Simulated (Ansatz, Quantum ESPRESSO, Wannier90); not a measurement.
# Ballistic channels from Wannier functions: zigzag Sc chain, bond 2.80 Å, width 0.8 Å, part 3 of 4

Wanted: localised orbitals and the quantum conductance of this wire: zigzag Sc chain, bond 2.80 Å, width 0.8 Å.

Quantum ESPRESSO 7.5 and Wannier90 3.1.0; plane-wave DFT, PBE, PseudoDojo norm-conserving pseudopotentials; cross-check by Ansatz 0.2.0 with PAW datasets.

So far. Step 2 (Self-consistent run): The run needed 12 iterations to bring the estimated error under 1e-07 Ry; the largest force on any atom, held or free, is 0.18 eV/Å.

### Step 6. Wannier functions and transport

Level of this step: maximally localised Wannier functions and ballistic conductance; plane-wave DFT, PBE, PseudoDojo norm-conserving pseudopotentials (Wannier90).

After disentangling and localising, transport_mode = bulk builds principal layers from hoppings within dist_cutoff and counts open channels.

The input, wan.win:

```
num_wann = 18
num_bands = 35
num_iter = 200
num_print_cycles = 20
conv_tol = 1e-8
conv_window = 5
guiding_centres = true
dis_num_iter = 1500
dis_conv_tol = 1e-8
dis_win_min = -12.1151
dis_win_max = 7.8849
dis_froz_max = 0.3849
search_shells = 120
fermi_energy = -1.1151

transport = true
transport_mode = bulk
one_dim_axis = z
dist_cutoff = 16.0
dist_cutoff_mode = one_dim
tran_win_min = -4.0
tran_win_max = 2.0
tran_energy_step = 0.02

bands_plot = true
bands_num_points = 96
begin kpoint_path
G 0.0 0.0 0.0 Z 0.0 0.0 0.5
end kpoint_path

begin projections
Sc:s;p;d
end projections

begin unit_cell_cart
ang
  9.0000000000 0.0000000000 0.0000000000
  0.0000000000 8.0000000000 0.0000000000
  0.0000000000 0.0000000000 5.3665631460
end unit_cell_cart

begin atoms_frac
  Sc -0.0444444444 0.0000000000 0.0000000000
  Sc 0.0444444444 0.0000000000 0.5000000000
end atoms_frac

mp_grid = 1 1 6
begin kpoints
  0.0 0.0 0.0000000000
  0.0 0.0 0.1666666667
  0.0 0.0 0.3333333333
  0.0 0.0 0.5000000000
  0.0 0.0 0.6666666667
  0.0 0.0 0.8333333333
end kpoints
```

Launch:

```console
OMP_NUM_THREADS=1 wannier90.x wan > wan.run.log
```

The program printed:

```text
[banner, memory and clock lines left out]
+---------------------------------------------------+
             |                                                   |
             |                   WANNIER90                       |
             |                                                   |
             +---------------------------------------------------+
             |                                                   |
             |        Welcome to the Maximally-Localized         |
             |        Generalized Wannier Functions code         |
             |                             |
             |                                                   |
             |                                                   |
             |  Wannier90 Developer Group:                       |
             |    Giovanni Pizzi    (EPFL)                       |
             |    Valerio Vitale    (Cambridge)                  |
             |    David Vanderbilt  (Rutgers University)         |
             |    Nicola Marzari    (EPFL)                       |
             |    Ivo Souza         (Universidad del Pais Vasco) |
             |    Arash A. Mostofi  (Imperial College London)    |
             |    Jonathan R. Yates (University of Oxford)       |
             |                                                   |
             |  For the full list of Wannier90 3.x authors,      |
             |  please check the code documentation and the      |
             |  README on the GitHub page of the code            |
             |                                                   |
             |                                                   |
             |                                                   |
             |  [ref] "Wannier90 as a community code:            |
             |        new features and applications",            |
             |        165902 (2020).                             |
             |            |
             |                                                   |
             |  in any publications arising from the use of      |
             |                                                   |
             |  [ref] "Maximally Localized Generalised Wannier   |
             |         Functions for Composite Energy Bands"     |
             |         N. Marzari and D. Vanderbilt              |
             |         Phys. Rev. B 56 12847 (1997)              |
             |                                                   |
             |  [ref] "Maximally Localized Wannier Functions     |
             |         for Entangled Energy Bands"               |
             |         I. Souza, N. Marzari and D. Vanderbilt    |
             |         Phys. Rev. B 65 035109 (2001)             |
             |                                                   |
             |                                                   |
             | Copyright (c) 1996-2020                           |
             |        The Wannier90 Developer Group and          |
             |        individual contributors                    |
             |                                                   |
             |      Release: 3.1.0        5th March    2020      |
             |                                                   |
             | This program is free software; you can            |
             | redistribute it and/or modify it under the terms  |
             | of the GNU General Public License as published by |
             | the Free Software Foundation; either version 2 of |
             | the License, or (at your option) any later version|
             |                                                   |
             | This program is distributed in the hope that it   |
             | will be useful, but WITHOUT ANY WARRANTY; without |
             | even the implied warranty of MERCHANTABILITY or   |
             | FITNESS FOR A PARTICULAR PURPOSE. See the GNU     |
             | General Public License for more details.          |
             |                                                   |
             | You should have received a copy of the GNU General|
             | Public License along with this program; if not,   |
             | write to the Free Software Foundation, Inc.,      |
             | 675 Mass Ave, Cambridge, MA 02139, USA.           |
             |                                                   |
             +---------------------------------------------------+
             +---------------------------------------------------+

 ******************************************************************************
 * -> Using CODATA 2006 constant values                                       *
 *    (                      *
 * -> Using Bohr value from CODATA                                            *
 ******************************************************************************

 Running in serial (with parallel executable)

                                    ------
                                    SYSTEM
                                    ------

                              Lattice Vectors (Ang)
                    a_1     9.000000   0.000000   0.000000
                    a_2     0.000000   8.000000   0.000000
                    a_3     0.000000   0.000000   5.366563

                   Unit Cell Volume:     386.39255  (Ang^3)

                        Reciprocal-Space Vectors (Ang^-1)
                    b_1     0.698132   0.000000   0.000000
                    b_2     0.000000   0.785398   0.000000
                    b_3     0.000000   0.000000   1.170802

 *----------------------------------------------------------------------------*
 |   Site       Fractional Coordinate          Cartesian Coordinate (Ang)     |
 +----------------------------------------------------------------------------+
 | Sc   1  -0.04444   0.00000   0.00000   |   -0.40000   0.00000   0.00000    |
 | Sc   2   0.04444   0.00000   0.50000   |    0.40000   0.00000   2.68328    |
 *----------------------------------------------------------------------------*
                                ------------
                                K-POINT GRID
                                ------------

             Grid size =  1 x  1 x  6      Total points =    6

 *---------------------------------- MAIN ------------------------------------*
 |  Number of Wannier Functions               :                18             |
 |  Number of Objective Wannier Functions     :                18             |
 |  Number of input Bloch states              :                35             |
[...]
Sum of centres and spreads ( -5.429243, -2.823028, 24.164041 )    41.03875737

     40    -0.353E-01     0.8129170020       41.0387573413       0.95  <-- CONV
        O_D=      0.0172017 O_OD=      9.0033861 O_TOT=     41.0387573 <-- SPRD
 Delta: O_D= -0.6498441E-03 O_OD= -0.3469911E-01 O_TOT= -0.3534896E-01 <-- DLTA
 Cycle:     60
[...]
Sum of centres and spreads ( -5.398570, -3.222724, 24.163316 )    40.07789380

     60    -0.145E-01     0.5492647289       40.0778937695       0.98  <-- CONV
        O_D=      0.0136934 O_OD=      8.0460308 O_TOT=     40.0778938 <-- SPRD
 Delta: O_D=  0.3568682E-03 O_OD= -0.1480894E-01 O_TOT= -0.1445207E-01 <-- DLTA
 Cycle:     80
[...]
Sum of centres and spreads ( -5.424298, -3.556335, 24.164049 )    39.90812386

     80    -0.386E-02     0.2628408731       39.9081238336       1.01  <-- CONV
        O_D=      0.0124702 O_OD=      7.8774840 O_TOT=     39.9081238 <-- SPRD
 Delta: O_D= -0.2816254E-04 O_OD= -0.3830013E-02 O_TOT= -0.3858176E-02 <-- DLTA
 Cycle:    100
[...]
Sum of centres and spreads ( -5.437932, -3.714383, 24.164085 )    39.85988026

    100    -0.191E-02     0.1791645775       39.8598802327       1.04  <-- CONV
        O_D=      0.0123137 O_OD=      7.8293969 O_TOT=     39.8598802 <-- SPRD
 Delta: O_D= -0.1304690E-03 O_OD= -0.1779730E-02 O_TOT= -0.1910199E-02 <-- DLTA

 Writing checkpoint file wan.chk... done

 Cycle:    120
[...]
Sum of centres and spreads ( -5.448558, -3.809804, 24.163891 )    39.83540944

    120    -0.808E-03     0.1246783969       39.8354094123       1.07  <-- CONV
        O_D=      0.0122051 O_OD=      7.8050347 O_TOT=     39.8354094 <-- SPRD
 Delta: O_D=  0.3171275E-04 O_OD= -0.8393349E-03 O_TOT= -0.8076221E-03 <-- DLTA
 Cycle:    140
[...]
Sum of centres and spreads ( -5.454368, -3.869510, 24.164081 )    39.81583901

    140    -0.930E-03     0.1297447794       39.8158389777       1.09  <-- CONV
        O_D=      0.0121307 O_OD=      7.7855387 O_TOT=     39.8158390 <-- SPRD
 Delta: O_D=  0.5619711E-05 O_OD= -0.9355234E-03 O_TOT= -0.9299037E-03 <-- DLTA
 Cycle:    160
[...]
Sum of centres and spreads ( -5.457190, -3.905569, 24.164095 )    39.79847640

    160    -0.958E-03     0.1258875249       39.7984763744       1.12  <-- CONV
        O_D=      0.0120591 O_OD=      7.7682477 O_TOT=     39.7984764 <-- SPRD
 Delta: O_D= -0.9502643E-04 O_OD= -0.8629289E-03 O_TOT= -0.9579553E-03 <-- DLTA
 Cycle:    180
[...]
Sum of centres and spreads ( -5.456035, -3.930005, 24.163927 )    39.78360422

    180    -0.506E-03     0.0995060992       39.7836041952       1.15  <-- CONV
        O_D=      0.0119719 O_OD=      7.7534627 O_TOT=     39.7836042 <-- SPRD
 Delta: O_D=  0.2784013E-04 O_OD= -0.5334415E-03 O_TOT= -0.5056014E-03 <-- DLTA
 Cycle:    200
[...]
Sum of centres and spreads ( -5.450937, -3.954582, 24.164051 )    39.77247904

    200    -0.470E-03     0.0919327742       39.7724790153       1.18  <-- CONV
        O_D=      0.0119038 O_OD=      7.7424057 O_TOT=     39.7724790 <-- SPRD
 Delta: O_D=  0.5353976E-05 O_OD= -0.4754728E-03 O_TOT= -0.4701188E-03 <-- DLTA

 Writing checkpoint file wan.chk... done

 Final State
[...]
WF centre and spread   11  ( -0.938604, -3.996663,  4.047683 )     3.67230033
  WF centre and spread   12  (  1.318985, -1.174803,  2.702947 )     2.88277201
  WF centre and spread   13  (  1.333605,  1.139905,  2.704642 )     2.82561180
  WF centre and spread   14  ( -0.381694, -0.158570,  2.679683 )     2.31328988
  WF centre and spread   15  (  0.519668, -0.000470,  2.673911 )     1.28523266
  WF centre and spread   16  (  0.415749,  0.000072,  2.681346 )     1.30847756
  WF centre and spread   17  (  0.457858, -0.128897,  2.690590 )     1.41320756
  WF centre and spread   18  (  0.133173,  0.313243,  2.678940 )     1.66037181
  Sum of centres and spreads ( -5.450937, -3.954582, 24.164051 )    39.77247904

         Spreads (Ang^2)       Omega I      =    32.018169583
        ================       Omega D      =     0.011903779
                               Omega OD     =     7.742405653
    Final Spread (Ang^2)       Omega Total  =    39.772479015
 Time for wannierise            0.277 (sec)

 Writing checkpoint file wan.chk... done

 *---------------------------------------------------------------------------*
 |                               PLOTTING                                    |
 *---------------------------------------------------------------------------*

 Translated centres
    translation centre in fractional coordinate:  0.000000  0.000000  0.250000
  WF centre     1  ( -0.015877,  0.006694,  4.022742 )
  WF centre     2  ( -4.490941,  0.026970,  1.334571 )
  WF centre     3  ( -1.371605, -1.017276, -0.025995 )
  WF centre     4  ( -1.365845,  1.004197, -0.024449 )
  WF centre     5  (  0.381453, -0.155552,  0.004959 )
  WF centre     6  ( -0.515891, -0.000690,  0.009802 )
  WF centre     7  ( -0.416313,  0.000936,  0.000722 )
  WF centre     8  ( -0.372157, -0.210898,  0.000226 )
  WF centre     9  ( -0.139112,  0.392992,  0.004079 )
  WF centre    10  ( -0.003390,  0.004228,  1.344215 )
  WF centre    11  ( -0.938604, -3.996663, -1.318880 )
  WF centre    12  (  1.318985, -1.174803,  2.702947 )
  WF centre    13  (  1.333605,  1.139905,  2.704642 )
  WF centre    14  ( -0.381694, -0.158570,  2.679683 )
  WF centre    15  (  0.519668, -0.000470,  2.673911 )
  WF centre    16  (  0.415749,  0.000072,  2.681346 )
  WF centre    17  (  0.457858, -0.128897,  2.690590 )
  WF centre    18  (  0.133173,  0.313243,  2.678940 )

 Calculating interpolated band-structure

 Time to calculate interpolated band structure       0.017 (sec)

 Time for plotting              0.019 (sec)

 *---------------------------------------------------------------------------*
 |                              TRANSPORT                                    |
 *---------------------------------------------------------------------------*

 Calculation of Quantum Conductance and DoS: bulk mode

 Maximum imaginary part of the real-space Hamiltonian:     0.030812

     Maximum real part of the real-space Hamiltonian at each lattice point
            Lattice point R           Max |H_ij(R)|
                  -4                     0.000000
                  -3                     0.007190
                  -2                     0.074084
                  -1                     1.008052
                   0                     2.687860
                   1                     1.008052
                   2                     0.074084
                   3                     0.007190
                   4                     0.000000

 Number of unit cells inside the principal layer:     3
 Number of Wannier Functions inside the principal layer:    54

 Calculating quantum conductance and density of states... done

 Time for transport             2.411 (sec)
 Total Execution Time           3.647 (sec)

 *===========================================================================*
 |                             TIMING INFORMATION                            |
 *===========================================================================*
 |    Tag                                                Ncalls      Time (s)|
 |---------------------------------------------------------------------------|
 |kmesh: get                                        :         1         0.007|
 |overlap: allocate                                 :         1         0.000|
 |overlap: read                                     :         1         0.027|
 |dis: main                                         :         1         0.902|
 |wann: main                                        :         1         0.277|
 |plot: main                                        :         1         0.019|
 |tran: main                                        :         1         2.411|
 *---------------------------------------------------------------------------*

 All done: wannier90 exiting
[key lines of the parts left out:]
|  Fermi energy (eV)                         :            -1.115             |
```

The job ended after 4.1 s (1 MPI rank of Arm Neoverse V2, shared host; peak memory 0.09 GiB).

This step gave:

- lead channels at the Fermi level, one spin: 4.000
- total spread: 39.77 Å²
- gauge-invariant spread: 32.02 Å²
- largest misfit to plane-wave levels between mesh points, inside the frozen window: 0.02454 eV

Per spin. Table of quantum conductance of the perfect wire, open channels by energy, zero at the Fermi level:

| energy (eV) | quantum conductance of the perfect wire, open channels |
| --- | --- |
| -2.5000 | 1.8e-5 |
| -2.2600 | 1.000 |
| -2.0000 | 1 |
| -1.7600 | 1 |
| -1.5000 | 1 |
| -1.2600 | 1 |
| -1.0200 | 1 |
| -0.7600 | 1 |
| -0.5000 | 1 |
| -0.2600 | 1 |
| 0.0000 | 4 |
| 0.2400 | 3.00 |
| 0.5000 | 3 |
| 0.7400 | 4.00 |
| 1.0000 | 4 |
| 1.2400 | 4 |
| 1.5000 | 2.00 |
| 1.7400 | 1.00 |
| 2.0000 | 1.5e-8 |

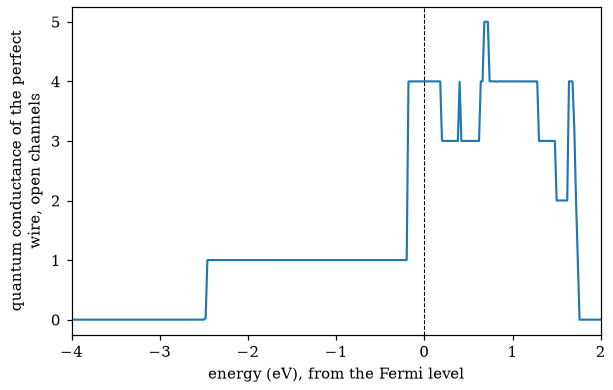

Quantum conductance of the perfect wire, open channels, plotted against energy.

Wannier functions:

| no. | x (Å) | y (Å) | z (Å) | spread (Å²) |
| --- | --- | --- | --- | --- |
| 1 | -0.01588 | 0.006694 | -1.344 | 2.308 |
| 2 | -4.491 | 0.02697 | 1.335 | 4.093 |
| 3 | -1.372 | -1.017 | -0.026 | 2.867 |
| 4 | -1.366 | 1.004 | -0.02445 | 2.82 |
| 5 | 0.3815 | -0.1556 | 0.004959 | 2.263 |
| 6 | -0.5159 | -6.90e-4 | 0.009802 | 1.276 |
| 7 | -0.4163 | 9.36e-4 | 7.22e-4 | 1.304 |
| 8 | -0.3722 | -0.2109 | 2.26e-4 | 1.429 |
| 9 | -0.1391 | 0.393 | 0.004079 | 1.724 |
| 10 | -0.00339 | 0.004228 | 1.344 | 2.327 |
| 11 | -0.9386 | -3.997 | 4.048 | 3.672 |
| 12 | 1.319 | -1.175 | 2.703 | 2.883 |
| 13 | 1.334 | 1.14 | 2.705 | 2.826 |
| 14 | -0.3817 | -0.1586 | 2.68 | 2.313 |
| 15 | 0.5197 | -4.70e-4 | 2.674 | 1.285 |
| 16 | 0.4157 | 7.20e-5 | 2.681 | 1.308 |
| 17 | 0.4579 | -0.1289 | 2.691 | 1.413 |
| 18 | 0.1332 | 0.3132 | 2.679 | 1.66 |

Electronic bands along the path, in eV, zero at the Fermi level; # counts the bands kept:

| point | #1 | #2 | #3 | #4 | #5 | #6 | #7 |
| --- | --- | --- | --- | --- | --- | --- | --- |
| Γ | -2.48 | -0.19 | 0.20 | 0.40 | 0.41 | 0.63 | 0.66 |
| Z | -0.92 | -0.92 | -0.15 | -0.15 | 0.18 | 0.18 | 1.02 |

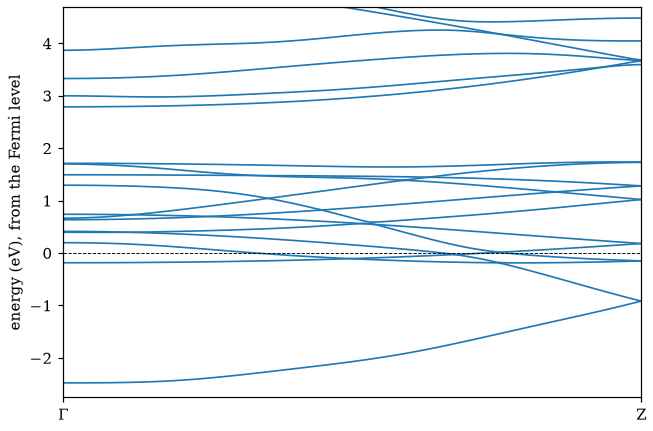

Electronic bands along the path.

Bands and channels are those of the Wannier model: bands that were not projected, and all outside the frozen window, are missing or only approximate.

At least 2 of the functions sit far from every atom, off the bonds: the outer window has let in states of the vacuum, so the basis is not the atomic one that was projected.

### Step 7. Neighbour list from wannier90 -pp, with dis_win_max − E_F = 4.0

How much does a setting matter? One run is repeated with a change.

wan_w.win is the input of step 6 with these lines changed:

```diff
@@ -10,3 +10,3 @@
 dis_win_min = -12.1151
-dis_win_max = 7.8849
+dis_win_max = 2.8849
 dis_froz_max = 0.3849
```

Launch:

```console
OMP_NUM_THREADS=1 wannier90.x -pp wan_w > wan_w.pp.log
```

Run time: 0.47 s. Hardware: 1 MPI rank; peak memory 0.09 GiB.

### Step 8. Overlaps and projections

The follow-up step for that run.

The input, wan_w.p2w.in:

```
&inputpp
  prefix = 'nscf'
  outdir = './out'
  seedname = 'wan_w'
  write_mmn = .true.
  write_amn = .true.
  write_unk = .false.
/
```

Launch:

```console
OMP_NUM_THREADS=1 mpirun -n 2 pw2wannier90.x -in wan_w.p2w.in > wan_w.p2w.out
```

It took 18 s on 2 MPI ranks; peak memory 0.19 GiB; 36 s of CPU time.

(Part 3 of 4 ends here.)

[Logs are printed without paths, hosts, clocks, repeated set-up lines and the standing remarks that a program may print on its own settings, such as how far it seeks lower states.]

[Hosts, paths, dates, database ids (printed as entryN), source tags and the programs' standing remarks are cut or masked in the printed files.]

[Maps of the electrostatic potential energy from Ansatz leave out the sawtooth potential of an applied field or a dipole correction, so their vacuum need not be flat; planar profiles and work functions include it.]
